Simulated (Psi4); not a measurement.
# SiNH4: single-point calculation (part 2 of 2)

The same run, continued: SiNH4, multiplicity 2; SCS-OMP2/cc-pCVDZ, UHF, DKH3 (Psi4 1.11). The geometry comes from this level: PBE0-D4/def2-TZVP.

Geometry of the input (Å):
```
N  -0.0623  -0.8635  0.0209
Si 0.3074  0.8153  0.1616
H  0.5650  -1.4759  -0.4764
H  -0.5036  -1.3465  0.7876
H  0.6574  1.3078  -1.2041
H  -0.9216  1.4989  0.6643
```

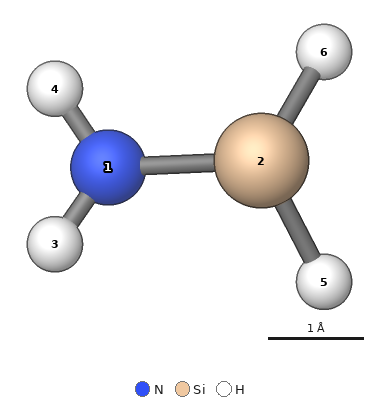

**Figure 1.** The input geometry (ball-and-stick view, seen on its broad side; atoms are numbered from 1 in the order of the input).

## What the program printed, continued
```
  Module OCC Options:
  ----------------------------------------------------------------------------
  ACTIVE                        => (empty)
  BASIS_RELATIVISTIC            => (empty)
  BENCH                         => (empty)
  CACHELEVEL                    => (empty)
  CCL_ENERGY                    => (empty)
  CC_MAXITER                    => (empty)
  CC_TYPE                       => (empty)
  CEPA_OS_SCALE                 => (empty)
  CEPA_SOS_SCALE                => (empty)
  CEPA_SS_SCALE                 => (empty)
  CEPA_TYPE                     => (empty)
  CI_TYPE                       => (empty)
  CUBEPROP_BASIS_FUNCTIONS      => (empty)
  CUBEPROP_FILEPATH             => (empty)
  CUBEPROP_ISOCONTOUR_THRESHOLD => (empty)
  CUBEPROP_ORBITALS             => (empty)
  CUBEPROP_TASKS                => (empty)
  CUBIC_BASIS_TOLERANCE         => (empty)
  CUBIC_BLOCK_MAX_POINTS        => (empty)
  CUBIC_GRID_OVERAGE            => (empty)
  CUBIC_GRID_SPACING            => (empty)
  CUTOFF                        => (empty)
  DDX                           => (empty)
  DEBUG                         => (empty)
  DERTYPE                       => (empty)
  DF_BASIS_CC                   => (empty)
  DIE_IF_NOT_CONVERGED          => (empty)
  DIIS_MAX_VECS                 => (empty)
  DIIS_MIN_VECS                 => (empty)
  DKH_ORDER                     => 3               !
  DOCC                          => (empty)
  DO_DIIS                       => (empty)
  DO_LEVEL_SHIFT                => (empty)
  DO_SCS                        => (empty)
  DO_SOS                        => (empty)
  E3_SCALE                      => (empty)
  EA_POLES                      => (empty)
  EKT_EA                        => (empty)
  EKT_IP                        => (empty)
  EP_EA_POLES                   => (empty)
  EP_IP_POLES                   => (empty)
  EP_MAXITER                    => (empty)
  EXTERNAL_POTENTIAL_SYMMETRY   => (empty)
  E_CONVERGENCE                 => 1e-06           !
  FREEZE_CORE                   => (empty)
  FREEZE_CORE_POLICY            => (empty)
  FROZEN_DOCC                   => (empty)
  FROZEN_UOCC                   => (empty)
  INTEGRAL_PACKAGE              => (empty)
  IP_POLES                      => (empty)
  LEVEL_SHIFT                   => (empty)
  LITERAL_CFOUR                 => (empty)
  LS_THC_BASIS_TOLERANCE        => (empty)
  LS_THC_DF                     => (empty)
  LS_THC_PRUNING_SCHEME         => (empty)
  LS_THC_RADIAL_POINTS          => (empty)
  LS_THC_SPHERICAL_POINTS       => (empty)
  LS_THC_S_EPSILON              => (empty)
  LS_THC_WEIGHTS_TOLERANCE      => (empty)
  MAT_NUM_COLUMN_PRINT          => (empty)
  MAX_MOGRAD_CONVERGENCE        => (empty)
  MAX_RADIAL_MOMENT             => (empty)
  MBIS_D_CONVERGENCE            => (empty)
  MBIS_MAXITER                  => (empty)
  MBIS_PRUNING_SCHEME           => (empty)
  MBIS_RADIAL_POINTS            => (empty)
  MBIS_SPHERICAL_POINTS         => (empty)
  MOGRAD_DAMPING                => (empty)
  MOLDEN_WITH_VIRTUAL           => (empty)
  MO_MAXITER                    => (empty)
  MO_READ                       => (empty)
  MO_STEP_MAX                   => (empty)
  MO_WRITE                      => (empty)
  MP2_OS_SCALE                  => (empty)
  MP2_SOS_SCALE                 => (empty)
  MP2_SOS_SCALE2                => (empty)
  MP2_SS_SCALE                  => (empty)
  MP2_TYPE                      => CONV            !
  MP_TYPE                       => (empty)
  NAT_ORBS                      => (empty)
  NUM_FROZEN_DOCC               => (empty)
  NUM_FROZEN_UOCC               => (empty)
  NUM_GPUS                      => (empty)
  OCC_ORBS_PRINT                => (empty)
  OEPROP                        => (empty)
  OPT_METHOD                    => (empty)
  ORBITAL_OPTIMIZER_PACKAGE     => (empty)
  ORB_OPT                       => TRUE            !
  ORB_RESP_SOLVER               => (empty)
  ORTH_TYPE                     => (empty)
  OS_SCALE                      => (empty)
  PARENT_SYMMETRY               => (empty)
  PCG_BETA_TYPE                 => (empty)
  PCG_CONVERGENCE               => (empty)
  PCG_MAXITER                   => (empty)
  PCM                           => (empty)
  PE                            => (empty)
  PRINT                         => (empty)
  PRINT_NOONS                   => (empty)
  PROPERTIES                    => (empty)
  PROPERTIES_ORIGIN             => (empty)
  PUREAM                        => (empty)
  QC_MODULE                     => (empty)
  RAS1                          => (empty)
  RAS2                          => (empty)
  RAS3                          => (empty)
  RAS4                          => (empty)
  RELATIVISTIC                  => DKH             !
  RELAXED                       => (empty)
  REMP_A                        => (empty)
  RESTRICTED_DOCC               => (empty)
  RESTRICTED_UOCC               => (empty)
  RMS_MOGRAD_CONVERGENCE        => (empty)
  R_CONVERGENCE                 => (empty)
  SCF_TYPE                      => PK              !
  SCREENING                     => (empty)
  SCS_TYPE                      => (empty)
  SOCC                          => (empty)
  SOS_TYPE                      => (empty)
  SPIN_SCALE_TYPE               => SCS             !
  SS_SCALE                      => (empty)
  SYMMETRIZE                    => (empty)
  TPDM_ABCD_TYPE                => (empty)
  WFN                           => (empty)
  WFN_TYPE                      => OMP2            !
  WRITER_FILE_LABEL             => (empty)
  ZORA_BASIS_TOLERANCE          => (empty)
  ZORA_NR_DEBUG                 => (empty)
  ZORA_PRUNING_SCHEME           => (empty)
  ZORA_RADIAL_POINTS            => (empty)
  ZORA_SPHERICAL_POINTS         => (empty)

 ==============================================================================
 ==============================================================================
 ==============================================================================

                             OMP2 (OO-MP2)

 ==============================================================================
 ==============================================================================
 ==============================================================================

	For this energy convergence, default RMS orbital gradient is:     3.16e-07
	For this energy convergence, default MAX orbital gradient is:     2.00e-06
	MO spaces per irreps...

	IRREP   FC   AOCC  BOCC  AVIR    BVIR  FV
	==========================================
	   A     0    13    12    52     53     0
	==========================================

	Computing MP2 energy using SCF MOs (Canonical MP2)...
	==============================================================================
	Nuclear Repulsion Energy (a.u.)    :    57.59107121536819
	SCF Energy (a.u.)                  :  -346.24592856734625
	REF Energy (a.u.)                  :  -346.24592856734660
	Alpha-Alpha Contribution (a.u.)    :    -0.06212986517455
	Alpha-Beta Contribution (a.u.)     :    -0.38473409785199
	Beta-Beta Contribution (a.u.)      :    -0.05781686697024
	Scaled_SS Correlation Energy (a.u.):    -0.03998224404826
	Scaled_OS Correlation Energy (a.u.):    -0.46168091742239
	SCS-MP2 Total Energy (a.u.)        :  -346.74759172881721
	SOS-MP2 Total Energy (a.u.)        :  -346.74608289455421
	SCSN-MP2 Total Energy (a.u.)       :  -346.45703481592142
	SCS-MP2-VDW Total Energy (a.u.)    :  -346.79836157866959
	SOS-PI-MP2 Total Energy (a.u.)     :  -346.78455630433939
	MP2 Correlation Energy (a.u.)      :    -0.50468082999679
	MP2 Total Energy (a.u.)            :  -346.75060939734340
	==============================================================================

	Number of alpha independent-pairs:676
	Number of beta independent-pairs :636

 ==============================================================================
 ================ Performing OMP2 iterations... ===============================
 ==============================================================================
	            Minimizing MP2-L Functional
	            ---------------------------
 Iter       E_total           DE           RMS MO Grad      MAX MO Grad      RMS T2
 ----    ---------------    ----------     -----------      -----------     ----------
   1     -346.7534316728     -2.82e-03       8.10e-04         8.18e-03        2.27e-08
   2     -346.7539666495     -5.35e-04       5.47e-04         9.44e-03        6.52e-09
   3     -346.7541839244     -2.17e-04       2.01e-04         3.12e-03        7.15e-09
   4     -346.7542429515     -5.90e-05       1.45e-04         3.14e-03        1.88e-09
   5     -346.7542596660     -1.67e-05       7.41e-05         1.29e-03        1.39e-09
   6     -346.7542666034     -6.94e-06       2.70e-05         4.48e-04        4.54e-10
   7     -346.7542674843     -8.81e-07       1.23e-05         9.84e-05        1.31e-10
   8     -346.7542675902     -1.06e-07       4.15e-06         4.28e-05        4.59e-11
   9     -346.7542676025     -1.23e-08       2.10e-06         2.47e-05        3.07e-11
  10     -346.7542676068     -4.29e-09       6.26e-07         9.01e-06        8.53e-12
  11     -346.7542676072     -3.62e-10       3.82e-07         5.61e-06        4.92e-12
  12     -346.7542676073     -1.41e-10       1.72e-07         2.57e-06        3.47e-12
  13     -346.7542676073     -2.18e-11       9.93e-08         1.77e-06        2.77e-12

 ==============================================================================
 ======================== OMP2 ITERATIONS ARE CONVERGED =======================
 ==============================================================================

	Computing MP2 energy using optimized MOs...
	==============================================================================
	Nuclear Repulsion Energy (a.u.)    :    57.59107121536819
	SCF Energy (a.u.)                  :  -346.24592856734625
	REF Energy (a.u.)                  :  -346.24184729350713
	Alpha-Alpha Contribution (a.u.)    :    -0.06321156486374
	Alpha-Beta Contribution (a.u.)     :    -0.38989526321519
	Beta-Beta Contribution (a.u.)      :    -0.05931348569671
	Scaled_SS Correlation Energy (a.u.):    -0.04084168352015
	Scaled_OS Correlation Energy (a.u.):    -0.46787431585823
	SCS-MP2 Total Energy (a.u.)        :  -346.75056329288554
	SOS-MP2 Total Energy (a.u.)        :  -346.70972160936537
	SCSN-MP2 Total Energy (a.u.)       :  -346.45749138249352
	SCS-MP2-VDW Total Energy (a.u.)    :  -346.80217575570282
	SOS-PI-MP2 Total Energy (a.u.)     :  -346.78770066200838
	MP2 Correlation Energy (a.u.)      :    -0.51242031377563
	MP2 Total Energy (a.u.)            :  -346.75426760728277
	==============================================================================

	==============================================================================
	================ OMP2 FINAL RESULTS ==========================================
	==============================================================================
	Nuclear Repulsion Energy (a.u.)    :    57.59107121536819
	SCF Energy (a.u.)                  :  -346.24592856734625
	REF Energy (a.u.)                  :  -346.24184729350713
	SCS-OMP2 Total Energy (a.u.)       :  -346.75056329288554
	SOS-OMP2 Total Energy (a.u.)       :  -346.70972160936537
	OMP2 Correlation Energy (a.u.)     :    -0.50833903998273
	Eomp2 - Eref (a.u.)                :    -0.51242031382185
	OMP2 Total Energy (a.u.)           :  -346.75426760732898
	==============================================================================

	total time  =         41 seconds =       0.68 minutes
```

## Standard output
```
E = -346.750563293
```

## Results in brief

- outcome: converged
- total energy: −346.750563 hartree
- SCF energy: −346.245929 hartree
- MP2 energy: −346.750609 hartree
- correlation energy: −0.504635 hartree
- basis functions: 65
- ⟨S²⟩: 0.756
- hardware: 1 thread of Intel Xeon @ 2.50GHz (Skylake/Cascade Lake), 192 GiB of memory available, shared host
- wall time: 49 s
- peak memory: 0.33 GiB
